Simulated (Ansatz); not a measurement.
# What TiGe (model cell, started as zinc blende) distorts into, part 2 of 3

Aim: this structure of TiGe (model cell, started as zinc blende) is to be tested for unstable modes, and one is followed downhill.

Ansatz 0.2.0; DFT PBE, scalar-relativistic, plane waves, PAW.

So far, highest frequency on the path or at a solved wavevector (cm⁻¹): step 2 (phonons on a q mesh) 283. Also lowest frequency on the path (cm⁻¹): step 2 -37.8.

The structure was built from a prototype and need not be the compound's stable phase.

### 3. The mode frozen in, largest atomic shift 0 Å

The mode followed lies at q = (0.25, -0.5, -0.25) with frequency 30.6i cm⁻¹ and is 2-fold degenerate, one of the unstable modes though not the softest. At small amplitude the distorted cell has space group no. 122 by a symmetry search on the positions. The undistorted cell that holds it gives the zero of energy on the same k mesh.

System of this step: TiGe (model cell, started as zinc blende). The structure is cubic, space group F-43m (No. 216). Conventional cell: a = 5.846 Å, b = 5.846 Å, c = 5.846 Å, α = 90.00°, β = 90.00°, γ = 90.00°. Nearest to Ti lie 4 Ge at 2.53 Å. Ge has 4 Ti at 2.53 Å nearest. Farther neighbours are not listed.

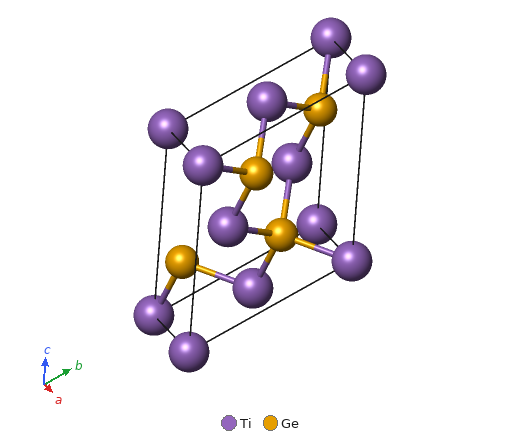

The cell of this step (titanium purple, germanium orange). Bonds to atoms that aren't drawn are left out. Some periodic images of atoms are drawn too.

The input, input.yaml:

```yaml
crystal:
  lattice:
    - [0.0, 0.0, -5.8461100778]
    - [5.8461100778, 0.0, 0.0]
    - [2.9230550389, -5.8461100778, -2.9230550389]
  atoms:
    - { symbol: Ti, position: [0.5, 0.5, 0.0] }
    - { symbol: Ti, position: [0.0, 0.0, 0.0] }
    - { symbol: Ti, position: [0.25, 0.75, 0.5] }
    - { symbol: Ti, position: [0.75, 0.25, 0.5] }
    - { symbol: Ge, position: [0.625, 0.625, 0.25] }
    - { symbol: Ge, position: [0.125, 0.125, 0.25] }
    - { symbol: Ge, position: [0.375, 0.875, 0.75] }
    - { symbol: Ge, position: [0.875, 0.375, 0.75] }
kpoints:
  mp_grid: { grid: [6, 6, 6] }
hamiltonian:
  xc: pbe
scf:
  occupations: { method: gaussian, width: 0.01 }
output:
  forces: true
  stress: true
  eigenvalues: true
```

Launch:

```console
$ ansatz run input.yaml --threads 4 --pin off --max-ram 7168MiB --backend cpu --events-out ev --progress --plain --runs-dir out
```

Numbers of over 12 decimals in the logs are rounded to 6 here.

What it wrote:

```text
[...]
Crystal: 8 atoms, lattice volume = 199.803 Å³
Basis set: ecut = 420 eV, 3907 PW (Γ), exchange–correlation on 80×80×96 points (8 copies of the dense FFT grid, shifted against one another)
Bands: 63, of which v1, the nominal top of the filled ones, is band 52 counted from 1 (51 counted from 0)
Symmetry: 32 space group operations
[...]
k-points: 30 of 216 (time reversal used)
[...]
k-point 0: bands = [... 48 lower, 6.8768, 6.8768, 7.0287, 7.0287, 7.2744, 7.2868, 7.2868, 8.1276, ... 6 higher]
  k-point 1: bands = [... 48 lower, 6.9002, 6.9002, 6.9140, 6.9140, 7.2824, 7.2824, 7.2954, 8.0591, ... 6 higher]
  k-point 2: bands = [... 48 lower, 6.7826, 6.7826, 6.9903, 6.9903, 7.2758, 7.2758, 7.4112, 7.8717, ... 6 higher]
  k-point 29: bands = [... 48 lower, 6.3962, 6.3962, 6.4772, 6.4772, 8.0377, 8.0377, 8.2190, 8.2190, ... 6 higher]
[key lines of the parts left out:]
SCF converged after 8 iterations
Free energy (F): -27175.243039 eV
Fermi energy:    7.151717 eV
P = ⅓ Tr σ = 0.0000 GPa (0.000 kbar)
```

It took 16 s on 4 threads of Arm Neoverse N1, shared host; peak memory 0.69 GiB; 60 s of CPU time.

This step gave:

- pressure: 2.12e-5 GPa
- energy from the undistorted cell: 0 meV/atom

The run ends at a pressure of 0.00 GPa.

### 4. The mode frozen in, largest atomic shift 0.6 Å

The atoms are moved along the unstable eigenvector, the largest shift by 0.6 Å, with the cell fixed.

input.yaml, the sections that differ from step 3:

```yaml
crystal:
  lattice:
    - [0.0, 0.0, -5.8461100778]
    - [5.8461100778, 0.0, 0.0]
    - [2.9230550389, -5.8461100778, -2.9230550389]
  atoms:
    - { symbol: Ti, position: [0.5, 0.4023146839, 0.0] }
    - { symbol: Ti, position: [0.0, 0.0976853161, 0.0] }
    - { symbol: Ti, position: [0.3476853161, 0.75, 0.5] }
    - { symbol: Ti, position: [0.6523146839, 0.25, 0.5] }
    - { symbol: Ge, position: [0.6763161737, 0.6763161737, 0.1473676527] }
    - { symbol: Ge, position: [0.0736838263, 0.0736838263, 0.3526323473] }
    - { symbol: Ge, position: [0.3236838263, 0.8236838263, 0.8526323473] }
    - { symbol: Ge, position: [0.9263161737, 0.4263161737, 0.6473676527] }
# kpoints, hamiltonian, scf, output: as in step 3
```

What it wrote:

```text
[...]
Crystal: 8 atoms, lattice volume = 199.803 Å³
Basis set: ecut = 420 eV, 3907 PW (Γ), exchange–correlation on 80×80×96 points (8 copies of the dense FFT grid, shifted against one another)
Bands: 63, of which v1, the nominal top of the filled ones, is band 52 counted from 1 (51 counted from 0)
Symmetry: 8 space group operations
[...]
k-points: 30 of 216 (time reversal used)
[...]
k-point 0: bands = [... 48 lower, 6.3753, 6.7939, 7.0687, 7.3257, 7.3257, 7.3576, 8.0090, 8.1365, ... 5 higher]
  k-point 1: bands = [... 48 lower, 6.5488, 6.6218, 7.1034, 7.3104, 7.4650, 7.4650, 7.8932, 8.0805, ... 5 higher]
  k-point 2: bands = [... 48 lower, 6.5103, 6.8763, 7.1287, 7.1594, 7.7628, 7.9049, 7.9049, 7.9544, ... 5 higher]
  k-point 29: bands = [... 48 lower, 6.9591, 6.9591, 7.1203, 7.1203, 7.9048, 7.9048, 8.1344, 8.1344, ... 5 higher]
[key lines of the parts left out:]
SCF converged after 8 iterations
Free energy (F): -27176.041570 eV
Fermi energy:    7.464413 eV
P = ⅓ Tr σ = -8.4453 GPa (-84.453 kbar)
```

Run time: 14 s. Hardware: 4 threads; peak memory 0.68 GiB; 52 s of CPU time.

This step gave:

* pressure: -8.445 GPa
* gap on the k-mesh: 0 eV
* energy from the undistorted cell: -99.81 meV/atom

The energy, extrapolated to zero smearing, is -99.81 meV/atom against the undistorted cell.

The run ends at a pressure of -8.45 GPa, with forces up to 0.38 eV/Å.

### 5. Energy along the mode, all amplitudes (two of the runs are shown above)

An imaginary frequency means negative curvature, so the energy should fall and then rise again as anharmonic terms take over.

This step gave:

```yaml
depth_at_the_lowest_point_sampled: 99.81 meV/atom
largest_atomic_shift_at_that_point: 0.6 Å
```

Table of energy from the parent by largest atomic shift:

```
largest atomic shift (Å)  energy from the parent (meV/atom)
                   0.000                                  0
                   0.040                             -0.161
                   0.080                              -0.68
                   0.140                              -2.56
                   0.220                              -8.96
                   0.320                              -25.8
                   0.450                              -58.7
                   0.600                              -99.8
```

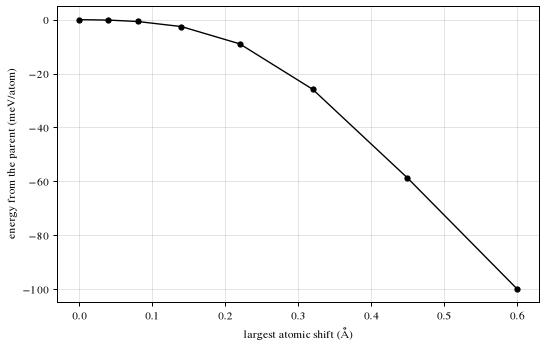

Energy from the parent against largest atomic shift.

Displacement at unit largest shift by atom:

```
atom  x (Å)  y (Å)  z (Å)  size
 Ti1  -0.95   0.00   0.00  0.95
 Ti2   0.95   0.00   0.00  0.95
 Ti3   0.00   0.00  -0.95  0.95
 Ti4   0.00   0.00   0.95  0.95
 Ge5   0.00   1.00   0.00  1.00
 Ge6   0.00  -1.00   0.00  1.00
 Ge7   0.00  -1.00   0.00  1.00
 Ge8   0.00   1.00   0.00  1.00
```

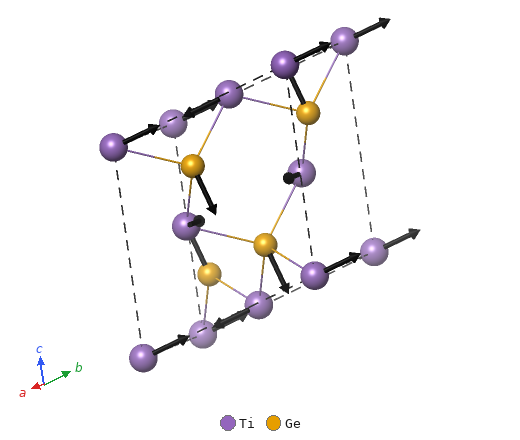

Displacement at unit largest shift as arrows, the longest 1 Å. Bonds to atoms that aren't drawn are left out. Some periodic images of atoms are drawn too.

The lowest of the steps tried is the last one, at 0.6 Å, 99.8 meV/atom below the parent; the bottom of the well need not coincide with a step.

### 6. Relaxation from the frozen mode

Starting from the lowest point found, all atoms and the cell are let go, so that strain and other modes of the same symmetry can join in.

input.yaml, as its differences from that of step 4:

```diff
@@ -24 +24,6 @@
   eigenvalues: true
+relax:
+  adjacent_minimum: "off"
+  f_tol: 0.002
+  max_steps: 120
+  cell: { stress_tol: 0.03 }
```

What it wrote:

```text
[...]
Crystal: 8 atoms, lattice volume = 199.803 Å³
Basis set: ecut = 420 eV, 3907 PW (Γ), exchange–correlation on 80×80×96 points (8 copies of the dense FFT grid, shifted against one another)
Bands: 63, of which v1, the nominal top of the filled ones, is band 52 counted from 1 (51 counted from 0)
Symmetry: 8 space group operations
[...]
k-points: 30 of 216 (time reversal used)
[...]
SCF iter   1: F=—  HF=-27176.043959 eV  |F-HF|=—  |Δ(HF+E_count)|=         —  Δρ=4.30e-3  dr2=2.28e-2  ethr=1.77e-3  ⟨swp⟩=5.9  Hψ=7317  notcnv=0
[...]
SCF iter   8: F=-27176.041570 eV  HF=-27176.041570 eV  |F-HF|=1.01e-8  |Δ(HF+E_count)|=   2.94e-7  Δρ=3.17e-6  dr2=2.34e-8  ethr=9.62e-11  ⟨swp⟩=8.3  Hψ=6722  notcnv=0
SCF 1 converged in 8 iterations: F = -27176.041570 eV  dr2 = 2.34e-8
[...]
relax step   1: F+E_penalty+E_count = -27176.04156966 eV  Δ(F+E_penalty+E_count) = +0.000e0 eV  max|allowed force component| = 3.846e-1 eV/Å  Δτ_max = 0.0000 Å  P = -8.445 GPa  Ω = 199.803 Å³  (8 SCF iters, dr2 threshold 1.00e-7 eV, accepted)
Crystal: 8 atoms, lattice volume = 174.163 Å³
Basis set: ecut = 420 eV, 3427 PW (Γ), exchange–correlation on 80×80×96 points (8 copies of the dense FFT grid, shifted against one another)
[...]
SCF iter   7: F=-27177.425818 eV  HF=-27177.425817 eV  |F-HF|=1.48e-7  |Δ(HF+E_count)|=   3.92e-6  Δρ=1.71e-5  dr2=4.55e-7  ethr=7.69e-10  ⟨swp⟩=5.1  Hψ=7408  notcnv=0
the search or the solves at the SCF's close seem to have found levels that the self-consistency loop had missed (the run counts 1). By its estimate they hold under 1e-12 electrons; where the run keeps them, the occupations were computed again with them
SCF 2 converged in 7 iterations: F = -27177.425818 eV  dr2 = 4.55e-7
[...]
relax step   2: F+E_penalty+E_count = -27177.42581753 eV  Δ(F+E_penalty+E_count) = -1.384e0 eV  max|allowed force component| = 7.590e-1 eV/Å  Δτ_max = 0.1082 Å  P = -3.515 GPa  Ω = 174.163 Å³  energy of the carried Pulay correction = +2.603e-3 eV  (7 SCF iters, dr2 threshold 8.00e-7 eV, accepted)
Crystal: 8 atoms, lattice volume = 156.449 Å³
Basis set: ecut = 420 eV, 3027 PW (Γ), exchange–correlation on 80×80×96 points (8 copies of the dense FFT grid, shifted against one another)
[...]
SCF iter   7: F=-27178.865612 eV  HF=-27178.865612 eV  |F-HF|=9.26e-8  |Δ(HF+E_count)|=   2.80e-6  Δρ=2.11e-5  dr2=6.53e-7  ethr=7.69e-10  ⟨swp⟩=7.2  Hψ=7579  notcnv=0
SCF 3 converged in 7 iterations: F = -27178.865612 eV  dr2 = 6.53e-7
relax step   3: F+E_penalty+E_count = -27178.86561248 eV  Δ(F+E_penalty+E_count) = -1.440e0 eV  max|allowed force component| = 8.673e-1 eV/Å  Δτ_max = 0.1958 Å  P = -1.397 GPa  Ω = 156.449 Å³  energy of the carried Pulay correction = +4.620e-3 eV  (7 SCF iters, dr2 threshold 8.00e-7 eV, accepted)
[... from here on, the SCF cycles and remarks between the steps are left out ...]
relax step   4: F+E_penalty+E_count = -27179.86625398 eV  Δ(F+E_penalty+E_count) = -1.001e0 eV  max|allowed force component| = 1.055e0 eV/Å  Δτ_max = 0.1950 Å  P = -0.536 GPa  Ω = 146.348 Å³  energy of the carried Pulay correction = +5.864e-3 eV  (7 SCF iters, dr2 threshold 8.00e-7 eV, accepted)
relax step   5: F+E_penalty+E_count = -27180.67042337 eV  Δ(F+E_penalty+E_count) = -8.042e-1 eV  max|allowed force component| = 8.528e-1 eV/Å  Δτ_max = 0.1847 Å  P = +1.505 GPa  Ω = 139.778 Å³  energy of the carried Pulay correction = +6.713e-3 eV  (7 SCF iters, dr2 threshold 8.00e-7 eV, accepted)
relax step   6: F+E_penalty+E_count = -27181.07443551 eV  Δ(F+E_penalty+E_count) = -4.040e-1 eV  max|allowed force component| = 2.437e-1 eV/Å  Δτ_max = 0.1950 Å  P = +1.906 GPa  Ω = 138.904 Å³  energy of the carried Pulay correction = +6.828e-3 eV  (7 SCF iters, dr2 threshold 8.00e-7 eV, accepted)
relax step   7: F+E_penalty+E_count = -27181.10152724 eV  Δ(F+E_penalty+E_count) = -2.709e-2 eV  max|allowed force component| = 5.814e-2 eV/Å  Δτ_max = 0.0360 Å  P = +1.044 GPa  Ω = 140.278 Å³  energy of the carried Pulay correction = +6.647e-3 eV  (7 SCF iters, dr2 threshold 8.00e-7 eV, accepted)
relax step   8: F+E_penalty+E_count = -27181.10624527 eV  Δ(F+E_penalty+E_count) = -4.718e-3 eV  max|allowed force component| = 1.577e-2 eV/Å  Δτ_max = 0.0048 Å  P = -0.224 GPa  Ω = 141.964 Å³  energy of the carried Pulay correction = +6.427e-3 eV  (6 SCF iters, dr2 threshold 8.00e-7 eV, accepted)
relax step   9: F+E_penalty+E_count = -27181.10652762 eV  Δ(F+E_penalty+E_count) = -2.824e-4 eV  max|allowed force component| = 3.958e-3 eV/Å  Δτ_max = 0.0028 Å  P = +0.026 GPa  Ω = 141.664 Å³  energy of the carried Pulay correction = +6.466e-3 eV  (6 SCF iters, dr2 threshold 1.45e-7 eV, accepted)
relax step  10: F+E_penalty+E_count = -27181.10654855 eV  Δ(F+E_penalty+E_count) = -2.093e-5 eV  max|allowed force component| = 9.018e-5 eV/Å  Δτ_max = 0.0009 Å  P = +0.000 GPa  Ω = 141.681 Å³  energy of the carried Pulay correction = +6.463e-3 eV  (6 SCF iters, dr2 threshold 6.52e-9 eV, accepted)
Basis set: ecut = 420 eV, 2775 PW (Γ), exchange–correlation on 72×72×96 points (8 copies of the dense FFT grid, shifted against one another)
[...]
SCF iter   7: F=-27181.098648 eV  HF=-27181.098648 eV  |F-HF|=7.28e-12  |Δ(HF+E_count)|=  4.37e-11  Δρ=1.45e-7  dr2=1.57e-11  ethr=1.00e-12  ⟨swp⟩=5.8  Hψ=7850  notcnv=0
SCF 11 converged in 7 iterations: F = -27181.098648 eV  dr2 = 1.57e-11
relax step  11: F+E_penalty+E_count = -27181.09864776 eV  Δ(F+E_penalty+E_count) = +7.901e-3 eV  max|allowed force component| = 2.005e-4 eV/Å  Δτ_max = 0.0000 Å  P = +0.002 GPa  Ω = 141.681 Å³  stress off target by 1.19e-2 GPa  SCF on the basis re-selected at this cell (its energy is not comparable with the rows above)  (7 SCF iters)
basis re-selected at this cell: Δ(F+E_penalty+E_count) = +7.901e-3 eV, ΔP = +0.002 GPa vs the last step (what re-selecting the basis moved, of the pressure what is left beyond the Pulay correction that the steps carried, after the strain that the cell walked since its last selection, with what the two solves' SCF thresholds leave and, on support functions, any second-order correction that the steps lacked; it is no measure of the basis error at this ecutwfc). The dense FFT grid was sized anew with the basis: this SCF ran on 36×36×48 points, the steps before it on 40×40×48, so part of this shift can come from that change (see relax.cell in the input reference). [rest of the remark cut]
SCF converged after 7 iterations
Free energy (F): -27181.098648 eV
[...]
Internal energy: -27181.097945 eV  (E = F + TS)
E sigma→0 (E₀):  -27181.098296 eV
Entropy (-TS):   -0.000703 eV (-0.088 meV/atom)
Fermi energy:    12.069992 eV
[...]
--- Forces (eV/Å), atoms counted from 1 ---
  atom   1  Ti    -0.00000478     0.00000000     0.00000000
  atom   2  Ti     0.00000478    -0.00000000    -0.00000000
  atom   3  Ti     0.00000000    -0.00000000    -0.00000478
  atom   4  Ti     0.00000000     0.00000000     0.00000478
  atom   5  Ge     0.00000000     0.00020050     0.00000000
  atom   6  Ge     0.00000000    -0.00020050     0.00000000
  atom   7  Ge    -0.00000000    -0.00020050    -0.00000000
  atom   8  Ge    -0.00000000     0.00020050    -0.00000000
  max |Σ_I F_I| component: 8.67e-18 eV/Å
--- Stress (GPa, compression-positive) ---
       -0.002348       0.000000      -0.000000
        0.000000       0.011939      -0.000000
       -0.000000      -0.000000      -0.002348
  P = ⅓ Tr σ = 0.0024 GPa (0.024 kbar)
--- Band table (eV; the first three rows and the last of 30) ---
  k-point 0: bands = [... 48 lower, 9.9587, 10.6387, 11.0787, 11.2397, 12.2166, 12.2166, 12.9503, 14.4777, ... 7 higher]
  k-point 1: bands = [... 48 lower, 10.1338, 10.7203, 11.0517, 11.2545, 12.0625, 12.0625, 13.0219, 14.1544, ... 7 higher]
  k-point 2: bands = [... 48 lower, 10.6199, 10.7851, 10.9291, 11.2954, 11.7417, 11.7417, 13.2310, 13.7210, ... 7 higher]
  k-point 29: bands = [... 48 lower, 12.1851, 12.1851, 12.5391, 12.5391, 12.7158, 12.7158, 13.0429, 13.0429, ... 7 higher]
--- Relaxed structure (10 steps of the walk, 10 accepted, 1 SCFs on fresh bases) ---
  F+E_penalty+E_count = -27181.09864776 eV   max|allowed force component| = 2.005e-4 eV/Å   (the final SCF, on the basis selected at the relaxed cell)
  cell:  # Å, volume = 141.6810 Å³
    - [0.0, 0, -4.914689]
    - [4.914689, 0, 0.0]
    - [2.457344, -5.865697, -2.457344]
  atoms:
    - { symbol: Ti, position: [0.500000, 0.250000, 1.4836561858151203e-19] }
    - { symbol: Ti, position: [-1.557838995105868e-18, 0.250000, 1.4836561858151047e-19] }
    - { symbol: Ti, position: [0.500000, 0.750000, 0.5] }
    - { symbol: Ti, position: [0.500000, 0.250000, 0.5] }
    - { symbol: Ge, position: [0.704948, 0.704948, 0.090104] }
    - { symbol: Ge, position: [0.045052, 0.045052, 0.409896] }
    - { symbol: Ge, position: [0.295052, 0.795052, 0.909896] }
    - { symbol: Ge, position: [0.954948, 0.454948, 0.590104] }
```

Wall time 3.2 min (4 threads); peak memory 0.74 GiB.

(Part 2 of 3 ends here.)

[Logs are printed without paths, hosts, clocks, repeated set-up lines and the standing remarks that a program may print on its own settings, such as how far it seeks lower states.]

[Hosts, paths, dates, database ids (printed as entryN), source tags and the programs' standing remarks are cut or masked in the printed files.]
